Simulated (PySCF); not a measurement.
```xyz
18

C    -1.3881   -2.8831   -0.2965
C    -1.6633   -1.6712   -0.7472
Si   -1.0300   -0.0978    0.0559
C     0.8287   -0.0135   -0.0411
C     2.0271    0.0523   -0.1447
C     3.4692    0.1719   -0.2431
F     3.8982    1.4123    0.1822
O    -1.7119    1.0500   -0.8686
C    -1.5346    2.4315   -0.8090
H    -1.7616   -3.7799   -0.7672
H    -0.7685   -3.0349    0.5724
H    -2.2899   -1.5699   -1.6242
H    -1.3703    0.0473    1.4780
H     3.9655   -0.5709    0.3939
H     3.7991    0.0614   -1.2841
H    -1.9872    2.8396    0.0981
H    -0.4731    2.6888   -0.8144
H    -2.0181    2.8724   -1.6815
```

Geometry: GFN2-xTB.

Theory: PBE0/pcSseg-1, SCF density, gas phase, non-relativistic (PySCF).

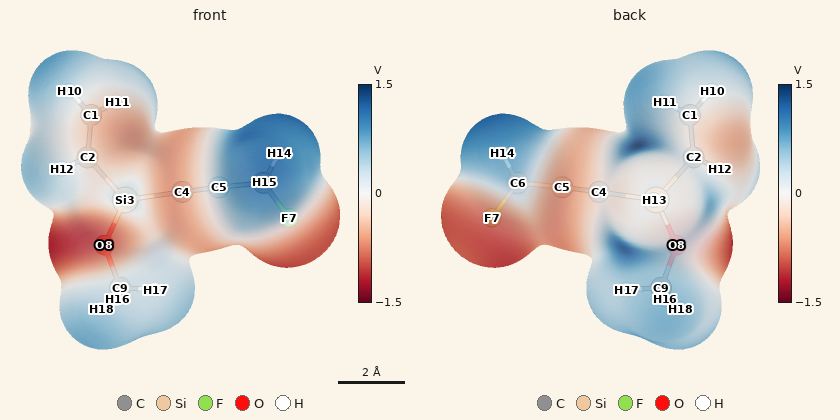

C$_{6}$H$_{9}$FOSi. The molecular electrostatic potential painted on the density surface at 0.002 e/bohr³, seen from the front and from behind; the colour scale runs from red (negative) to blue (positive).

Where is the surface potential most negative and most positive?

The most negative region (about −1.2 V, or −28 kcal/mol for a unit charge) lies over O8, the most positive (about +1.2 V, or +28 kcal/mol for a unit charge) over Si3. O8 is the likeliest acceptor of a hydrogen bond.
